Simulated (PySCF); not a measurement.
# triplet SiCl2: levels of theory compared

Wanted: a comparison of 3 runs (NEVPT2(4,4)/STO-3G, UCCSDT/STO-3G, FCI/STO-3G) of triplet SiCl2. Input form: a Python script.

Program for the calculation: PySCF 2.14.0.

8 further runs of the same task are left out: 1 that didn't finish, 7 set aside as unsound or not needed.

### 1 The structure to begin with

The species is SiCl2 (3 atoms), meant as a triplet with charge 0. SMILES of the parent species: `Cl[Si]Cl`. Geometry: relaxed at GFN2-xTB. That shape belongs to the parent species and isn't relaxed for this state.

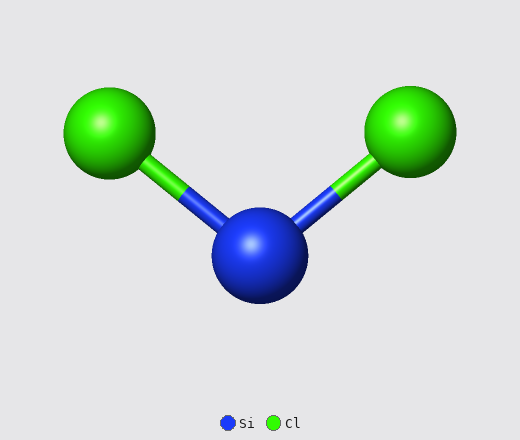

The structure, seen from a chosen angle (silicon blue, chlorine green).

### 2 The energy at NEVPT2(4,4)/STO-3G (run 1)

The input, run.py:

```python
import numpy
from pyscf import gto, scf, mp, mcscf, mrpt

molecule = gto.M(
    atom='''
Si       0.005140      -0.006950      -0.869340
Cl       1.581630      -0.018940       0.444080
Cl      -1.586770       0.025890       0.425270
''',
    basis='sto-3g',
    spin=2,
    max_memory=1860,
    verbose=3,
)

myscf = molecule.ROHF()
myscf.conv_tol = 1e-10
myscf.kernel()
if not myscf.converged:
    myscf = myscf.newton().run(myscf.mo_coeff, myscf.mo_occ)

pt = mp.MP2(scf.addons.convert_to_uhf(myscf)).run()
noons, natorbs = mcscf.addons.make_natural_orbitals(pt)
print('natural occupations', numpy.round(noons[:40], 4))
cas = mcscf.CASSCF(myscf, 4, 4)
cas.fix_spin_(ss=2.0)
cas.natorb = True
cas.kernel(natorbs)
e_pt2 = mrpt.NEVPT(cas).kernel()
e_tot = cas.e_tot + e_pt2
print('E = %.10f Eh' % e_tot)
```

Run with:

```console
$ OMP_NUM_THREADS=1 python run.py
```

Standard output:

```text
converged SCF energy = -1194.76410586267
E(UMP2) = -1194.78980969427  E_corr = -0.0257038315981269
E(SCS-UMP2) = -1194.79102546348  E_corr = -0.0269196008126743
natural occupations [2.     2.     2.     2.     2.     2.     2.     2.     2.     2.
 2.     2.     1.9999 1.9998 1.9998 1.9996 1.9995 1.9991 1.9987 1.9984
 1.9978 1.9915 1.9892 1.0031 1.0022 0.0113 0.0102]
CASSCF energy = -1194.77388788312
CASCI E = -1194.77388788312  E(CI) = -3.74829259764169  S^2 = 2.0000000
Sr    (-1)',   E = -0.00034702571924
Si    (+1)',   E = -0.00307886081817
Sijrs (0)  ,   E = -0.00458002086575
Sijr  (+1) ,   E = -0.00518692080106
Srsi  (-1) ,   E = -0.00018738338797
Srs   (-2) ,   E = -0.00045755116487
Sij   (+2) ,   E = -0.00205950711183
Sir   (0)' ,   E = -0.00338989822705
Nevpt2 Energy = -0.019287168095933
E = -1194.7931750512 Eh
```

It took 2.5 s on 1 thread of Arm Neoverse N1, shared host; peak memory 0.12 GiB.

### 3 The energy at UCCSDT/STO-3G (run 2)

The input, calc.py:

```python
from pyscf import gto, cc

system = gto.M(
    atom='''
Si       0.005140      -0.006950      -0.869340
Cl       1.581630      -0.018940       0.444080
Cl      -1.586770       0.025890       0.425270
''',
    verbose=4,
    max_memory=1860,
    basis='sto-3g',
    spin=2,
)

calc0 = system.UHF()
calc0.conv_tol = 1e-10
calc0.kernel()
if not calc0.converged:
    calc0 = calc0.newton().run(calc0.mo_coeff, calc0.mo_occ)

mycc = cc.CCSDT(calc0, frozen=15)
mycc.kernel()
e_tot = mycc.e_tot
print(f'total energy: {e_tot:.8f} hartree')
```

Run with:

```console
$ OMP_NUM_THREADS=1 python calc.py
```

Standard output:

```text
PySCF version 2.14.0

[... 81 lines left out ...]
converged SCF energy = -1194.76455392655  <S^2> = 2.0019653  2S+1 = 3.0013099
[... 21 lines left out ...]
WARN: A large `blksize_v_aab` is being used, which may cause large memory consumption
[... 26 lines left out ...]
UCCSDT converged
[... 3 lines left out ...]
total energy: -1194.79820931 hartree
```

Wall time 2.3 s (1 thread of Arm Neoverse N1, shared host); peak memory 0.12 GiB.

### 4 The energy at FCI/STO-3G (run 3)

The input, job.py:

```python
from pyscf import gto, scf, mcscf

mol = gto.Mole()
mol.atom = [
    ('Si', (0.005140, -0.006950, -0.869340)),
    ('Cl', (1.581630, -0.018940, 0.444080)),
    ('Cl', (-1.586770, 0.025890, 0.425270)),
]
mol.basis = 'sto-3g'
mol.max_memory = 1860
mol.verbose = 3
mol.spin = 2
mol.build()

hf = scf.ROHF(mol)
hf.conv_tol = 1e-10
hf.kernel()
if not hf.converged:
    hf = hf.newton().run(hf.mo_coeff, hf.mo_occ)

cas = mcscf.CASCI(hf, hf.mo_coeff.shape[-1] - 15, (mol.nelec[0] - 15, mol.nelec[1] - 15))  # full CI above the frozen core
cas.fix_spin_(ss=2.0)
cas.kernel()
energy = cas.e_tot
print(f'total energy: {energy:.8f} hartree')
```

Run with:

```console
$ OMP_NUM_THREADS=1 python job.py
```

Standard output:

```text
converged SCF energy = -1194.76410586267
CASCI E = -1194.79816623111  E(CI) = -55.3131136908009  S^2 = 2.0000000
total energy: -1194.79816623 hartree
```

It took 2.2 s on 1 thread of Arm Neoverse N1, shared host; peak memory 0.12 GiB.

### 5 Overview of the runs

| run | level | active selection | frozen core orbitals | energy (Eh) | dipole moment (D) of the reference | wall time |
| --- | --- | --- | --- | --- | --- | --- |
| 1 | NEVPT2(4,4)/STO-3G | mp2 natural orbitals | – | -1194.793175 | 4.30 | 2.5 s |
| 2 | UCCSDT/STO-3G | – | 15 | -1194.798209 | 4.29 | 2.3 s |
| 3 | FCI/STO-3G | – | 15 | -1194.798166 | 4.30 | 2.2 s |

### 6 What came out

```
                                           quantity           value
                                run 3: total energy  -1194.79817 Eh
        run 3: dipole moment (Hartree–Fock density)          4.30 D
run 3: correlation energy (15 core orbitals frozen)       -34.1 mEh
```

What this shows: Against full CI in this basis: UCCSDT -0.0 mEh. In runs 1, 2, 3 the basis is minimal, so the values are rough. All runs together took 6.9 s, the longest 2.5 s.
